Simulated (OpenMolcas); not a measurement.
# A workflow on InN2H5 (SMILES [NH2][InH][NH2])

We compute a single-point energy (HF/ANO-RCC-MB), then a single-point energy (CASSCF(2,2)/ANO-RCC-VDZP), then an energy scan (CASPT2(2,2)/ANO-RCC-VDZP), then an energy scan (SC-NEVPT2(2,2)/ANO-RCC-VDZP), then an energy scan (MC-PDFT[tPBE](2,2)/ANO-RCC-VDZP) of InN2H5. 

Program for the calculation: OpenMolcas 26.06.

### Step 1. The molecule

InN2H5: 8 atoms, total charge 0, spin state singlet. As SMILES, `[NH2][InH][NH2]`. The coordinates come from a PBE0-D4/def2-TZVP relaxation.

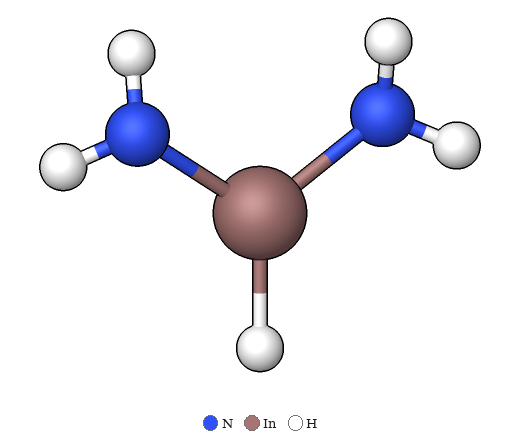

Viewed from a chosen angle; nitrogen blue, indium brown, hydrogen white.

### Step 2. A single-point energy at HF/ANO-RCC-MB (DKH2) (run 1)

File mol.xyz:

```xyz
8

N     -0.969700     0.858000    -1.127000
In     0.248000     0.564800     0.455500
N      0.742700    -1.375200     0.709600
H     -1.482100     0.076800    -1.506600
H     -1.538200     1.689200    -1.171800
H      0.799000     1.819200     1.467500
H      1.570900    -1.614700     1.231800
H      0.629500    -2.018100    -0.059000
```

File step1.inp:

```
&GATEWAY
Coord=mol.xyz
Basis=ANO-RCC-MB
Group=NoSym
&SEWARD
&SCF
PrOrbitals=0
&LOCALISATION
Occupied
Freeze
Pipek-Mezey
&LOCALISATION
FileOrb=$Project.LocOrb
Virtual
Pipek-Mezey
```

Started as:

```sh
$ export MOLCAS_MEM=1860
$ pymolcas step1.inp > step1.log
```

The program printed:

```text
--- Start Module: gateway ---
[...]
--- Stop Module: gateway /rc=_RC_ALL_IS_WELL_ ---
[...]
      Basis functions           42
[...]
       Convergence after  10 Iterations
[...]
::    Total SCF energy                              -5988.7531951183
[...]
      Total spin, S                                     0.0000000000
[...]
      Total electronic charge=   68.000000
      Total            charge=   -0.000000
[...]
      Dipole Moment (debye):
      Origin of the operator (angstrom)=    0.1710    0.3894    0.3140
                   X= -1.5913E-01               Y= -3.6053E-01               Z= -2.9004E-01           Total=  4.8931E-01
      Quadrupole Moment (debye*angstrom):
[...]
--- Start Module: localisation ---
[...]
--- Stop Module: localisation /rc=_RC_ALL_IS_WELL_ ---
--- Start Module: localisation ---
[...]
--- Stop Module: localisation /rc=_RC_ALL_IS_WELL_ ---
[...]
```

Run time: 13 s. Hardware: 1 thread of AMD EPYC 7R43 (Zen 3), shared host; peak memory 0.41 GiB.

### Step 3. A single-point energy at CASSCF(2,2)/ANO-RCC-VDZP (DKH2, RICD fitting) (run 2)

mol.xyz is that of step 2.

File step2.inp:

```
&GATEWAY
COORD=mol.xyz
BASIS=ANO-RCC-MB
GROUP=NoSym
&SEWARD
&RASSCF
FILEORB=$CurrDir/step1.LocOrb
ALTER=2
1 32 34
1 35 38
SPIN=1
NACTEL=2 0 0
INACTIVE=33
RAS2=2
ORBLISTING=Nothing
>>> COPY $Project.RunFile RUNFIL1
>>> COPY $Project.RasOrb INPORB
&GATEWAY
COORD=mol.xyz
BASIS=ANO-RCC-VDZP
GROUP=NoSym
RICD
&SEWARD
>>> COPY $Project.RunFile RUNFIL2
&EXPBAS
&RASSCF
FILEORB=$Project.ExpOrb
SPIN=1
NACTEL=2 0 0
INACTIVE=33
RAS2=2
ORBLISTING=Nothing
```

Started as:

```sh
$ export MOLCAS_MEM=1860
$ pymolcas step2.inp > step2.log
```

The program printed:

```text
--- Start Module: gateway ---
[...]
      Basis functions           42
[...]
      Number of active orbitals                  2
[...]
      Spin quantum number                      0.0
[...]
      Active orbitals                            2
[...]
      Number of CSFs                             3
[...]
      Number of root(s) required                 1
[...]
      Convergence after  8 iterations
[...]
      printout of CI-coefficients larger than  0.05 for root  1
      energy=   -5988.768770
      conf/sym  11     Coeff  Weight
             1  20   0.99187 0.98380
             3  02  -0.12726 0.01620
      Natural orbitals and occupation numbers for root  1
      sym 1:   1.967608   0.032392
      ************************************************************************************************************************
      *                                                    Final results                                                     *
[...]
::    RASSCF root number  1 Total energy:  -5988.76876959
[...]
      Basis functions           96
[...]
      Convergence after 12 iterations
[...]
      Natural orbitals and occupation numbers for root  1
      sym 1:   1.970875   0.029125
      ************************************************************************************************************************
      *                                                    Final results                                                     *
[...]
::    RASSCF root number  1 Total energy:  -5988.99053648
[...]
      Total electronic charge=   68.000000
      Total            charge=   -0.000000
[...]
      Dipole Moment (debye):
      Origin of the operator (angstrom)=    0.1710    0.3894    0.3140
                   X=  1.1282E-01               Y=  2.5885E-01               Z=  2.0952E-01           Total=  3.5161E-01
      Quadrupole Moment (debye*angstrom):
[...]
```

It took 41 s on 1 thread of AMD EPYC 7R43 (Zen 3), shared host; peak memory 0.41 GiB.

### Step 4. The energy along one coordinate at CASPT2(2,2)/ANO-RCC-VDZP (DKH2, RICD fitting, ipea shift 0.25 Eh, pt2 variant SS) (run 3)

File step3.inp:

```
>>> COPY $CurrDir/step2.RasOrb $Project.RasOrb
>>> ForEach K in (1, 2, 3, 4, 5, 6, 7, 8, 9)

&GATEWAY
  Coord = $CurrDir/point$K.xyz
  Basis = ANO-RCC-VDZP
  Group = NoSym
  RICD

&SEWARD

&RASSCF
  FileOrb = $Project.RasOrb
  Spin = 1
  Nactel = 2 0 0
  Inactive = 33
  Ras2 = 2
  OrbListing = Nothing

&CASPT2
  Imaginary = 0.2
  Frozen = 20
>>> EndDo
```

Started as:

```sh
$ export MOLCAS_MEM=1860
$ pymolcas step3.inp > step3.log
```

The program printed:

```text
[...]
      Basis functions           96
[...]
      Number of active orbitals                  2
[...]
      Spin quantum number                      0.0
[...]
      Active orbitals                            2
[...]
      Number of CSFs                             3
[...]
      Number of root(s) required                 1
[...]
      Convergence after  9 iterations
[...]
      printout of CI-coefficients larger than  0.05 for root  1
      energy=   -5988.978370
      conf/sym  11     Coeff  Weight
             1  20   0.99460 0.98923
             3  02  -0.10376 0.01077
      Natural orbitals and occupation numbers for root  1
      sym 1:   1.978466   0.021534
      ************************************************************************************************************************
      *                                                    Final results                                                     *
[...]
::    RASSCF root number  1 Total energy:  -5988.97836976
[...]
::    CASPT2 Root  1     Total energy:  -5989.75225287
[...]
      Convergence after  8 iterations
[...]
      Natural orbitals and occupation numbers for root  1
      sym 1:   1.970893   0.029107
      ************************************************************************************************************************
      *                                                    Final results                                                     *
[...]
      Convergence after 12 iterations
[...]
      Convergence after 10 iterations
[...]
      Convergence after 11 iterations
[...]
::    RASSCF root number  1 Total energy:  -5988.88591129
[...]
::    CASPT2 Root  1     Total energy:  -5989.64677188
[...]
      Convergence after  9 iterations
[...]
::    RASSCF root number  1 Total energy:  -5988.88348292
[...]
      Reference weight:           0.83100
[...]
::    CASPT2 Root  1     Total energy:  -5989.64410836
[...]
```

Run time: 4.5 min. Hardware: 1 thread of AMD EPYC 7R43 (Zen 3), shared host; peak memory 0.38 GiB.

The scan, from its lowest point:

```
H6–In2 (Å)  energy (kJ/mol)
     1.533             22.2
     1.703              0.0
     1.874             15.3
     2.129             66.8
     2.470            144.5
     2.896            221.5
     3.407            274.0
     4.088            299.2
     5.110            306.2
```

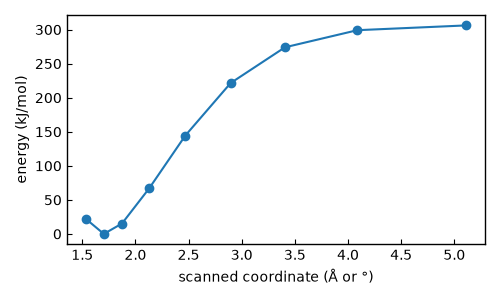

Energy along the scan.

### Step 5. The energy along one coordinate at SC-NEVPT2(2,2)/ANO-RCC-VDZP (DKH2, RICD fitting, pt2 variant SC-NEVPT2) (run 4)

File step4.inp:

```
>>> COPY $CurrDir/step2.RasOrb $Project.RasOrb
>>> ForEach K in (1, 2, 3, 4, 5, 6, 7, 8, 9)
&GATEWAY
Coord=$CurrDir/point$K.xyz
Basis=ANO-RCC-VDZP
Group=NoSym
RICD
&SEWARD
&RASSCF
FileOrb=$Project.RasOrb
Spin=1
Nactel=2 0 0
Inactive=33
Ras2=2
OrbListing=Nothing
&CASPT2
SC-NEVPT2
Frozen=20
>>> EndDo
```

Started as:

```sh
$ export MOLCAS_MEM=1860
$ pymolcas step4.inp > step4.log
```

The program printed:

```text
--- Start Module: gateway ---
[...]
      Basis functions           96
[...]
      Number of active orbitals                  2
[...]
      Spin quantum number                      0.0
[...]
      Active orbitals                            2
[...]
      Number of CSFs                             3
[...]
      Number of root(s) required                 1
[...]
      Convergence after  9 iterations
[...]
      printout of CI-coefficients larger than  0.05 for root  1
      energy=   -5988.978370
      conf/sym  11     Coeff  Weight
             1  20   0.99460 0.98923
             3  02  -0.10376 0.01077
      Natural orbitals and occupation numbers for root  1
      sym 1:   1.978466   0.021534
      ************************************************************************************************************************
      *                                                    Final results                                                     *
[...]
::    RASSCF root number  1 Total energy:  -5988.97836976
[...]
::    SC-NEVPT2 Root  1     Total energy:  -5989.74687880
[...]
      Convergence after  8 iterations
[...]
      Natural orbitals and occupation numbers for root  1
      sym 1:   1.970893   0.029107
      ************************************************************************************************************************
      *                                                    Final results                                                     *
[...]
      Convergence after 12 iterations
[...]
      Convergence after 10 iterations
[...]
      Convergence after 11 iterations
[...]
::    RASSCF root number  1 Total energy:  -5988.88591129
[...]
::    SC-NEVPT2 Root  1     Total energy:  -5989.64578822
[...]
      Convergence after  9 iterations
[...]
::    RASSCF root number  1 Total energy:  -5988.88348292
[...]
::    SC-NEVPT2 Root  1     Total energy:  -5989.64337240
[...]
```

Wall time 5 min (1 thread of AMD EPYC 7R43 (Zen 3), shared host); peak memory 0.37 GiB.

The scan, from its lowest point:

```
H6–In2 (Å)  energy (kJ/mol)
     1.533             23.6
     1.703              0.0
     1.874             14.0
     2.129             63.9
     2.470            139.9
     2.896            215.1
     3.407            265.6
     4.088            289.0
     5.110            295.4
```

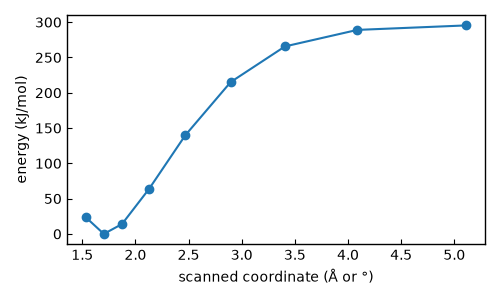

Energy along the scan.

### Step 6. An energy scan at MC-PDFT[tPBE](2,2)/ANO-RCC-VDZP (DKH2, RICD fitting) (run 5)

File step5.inp:

```
>>> COPY $CurrDir/step2.RasOrb $Project.RasOrb
>>> ForEach K in (1, 2, 3, 4, 5, 6, 7, 8, 9)

&GATEWAY
 COORD = $CurrDir/point$K.xyz
 BASIS = ANO-RCC-VDZP
 GROUP = NoSym
 RICD

&SEWARD

&RASSCF
 FILEORB = $Project.RasOrb
 SPIN = 1
 NACTEL = 2 0 0
 INACTIVE = 33
 RAS2 = 2
 ORBLISTING = Nothing

&MCPDFT
 KSDFT = T:PBE
>>> EndDo
```

Started as:

```sh
$ export MOLCAS_MEM=1860
$ pymolcas step5.inp > step5.log
```

The program printed:

```text
--- Start Module: gateway ---
[...]
      Basis functions           96
[...]
      Number of active orbitals                  2
[...]
      Spin quantum number                      0.0
[...]
      Active orbitals                            2
[...]
      Number of CSFs                             3
[...]
      Number of root(s) required                 1
[...]
      Convergence after  9 iterations
[...]
      printout of CI-coefficients larger than  0.05 for root  1
      energy=   -5988.978370
      conf/sym  11     Coeff  Weight
             1  20   0.99460 0.98923
             3  02  -0.10376 0.01077
      Natural orbitals and occupation numbers for root  1
      sym 1:   1.978466   0.021534
      ************************************************************************************************************************
      *                                                    Final results                                                     *
[...]
::    RASSCF root number  1 Total energy:  -5988.97836976
[...]
::    MCPDFT root number  1 Total energy:  -5991.81075658
[...]
      Convergence after  8 iterations
[...]
      Natural orbitals and occupation numbers for root  1
      sym 1:   1.970893   0.029107
      ************************************************************************************************************************
      *                                                    Final results                                                     *
[...]
      Convergence after 12 iterations
[...]
      Convergence after 10 iterations
[...]
      Convergence after 11 iterations
[...]
::    RASSCF root number  1 Total energy:  -5988.88591129
[...]
::    MCPDFT root number  1 Total energy:  -5991.70170745
[...]
      Convergence after  9 iterations
[...]
::    RASSCF root number  1 Total energy:  -5988.88348292
[...]
::    MCPDFT root number  1 Total energy:  -5991.69990491
[...]
```

It took 5 min on 1 thread of AMD EPYC 7R43 (Zen 3), shared host; peak memory 0.38 GiB.

The scan, from its lowest point:

```
H6–In2 (Å)  energy (kJ/mol)
     1.533             23.5
     1.703              0.0
     1.874             13.2
     2.129             62.0
     2.470            139.4
     2.896            221.2
     3.407            281.5
     4.088            309.8
     5.110            314.5
```

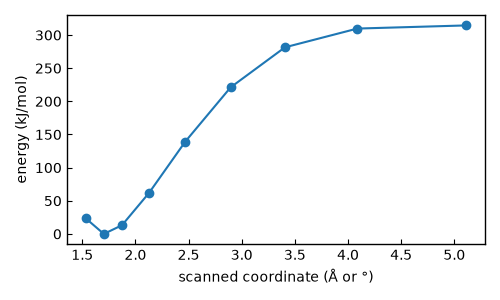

Energy along the scan.

### Step 7. Results

```
                                                         quantity           value
                               run 1, HF/ANO-RCC-MB: total energy  -5988.75320 Eh
                              run 1, HF/ANO-RCC-MB: dipole moment          0.49 D
                                run 1, HF/ANO-RCC-MB: HOMO energy       -10.13 eV
                                run 1, HF/ANO-RCC-MB: LUMO energy         2.31 eV
                              run 1, HF/ANO-RCC-MB: HOMO–LUMO gap        12.44 eV
                    run 2, CASSCF(2,2)/ANO-RCC-VDZP: total energy  -5988.99054 Eh
  run 2, CASSCF(2,2)/ANO-RCC-VDZP: dipole moment (CASSCF density)          0.35 D
       run 3, CASPT2(2,2)/ANO-RCC-VDZP: lowest energy of the scan  -5989.76072 Eh
    run 4, SC-NEVPT2(2,2)/ANO-RCC-VDZP: lowest energy of the scan  -5989.75588 Eh
run 5, MC-PDFT[tPBE](2,2)/ANO-RCC-VDZP: lowest energy of the scan  -5991.81971 Eh
```

Mulliken charges (run 1, HF/ANO-RCC-MB) run from -0.77 on N1 to +0.91 on In2; they depend strongly on the basis. Mulliken charges (run 2, CASSCF(2,2)/ANO-RCC-VDZP) run from -0.58 on N1 to +1.29 on In2.
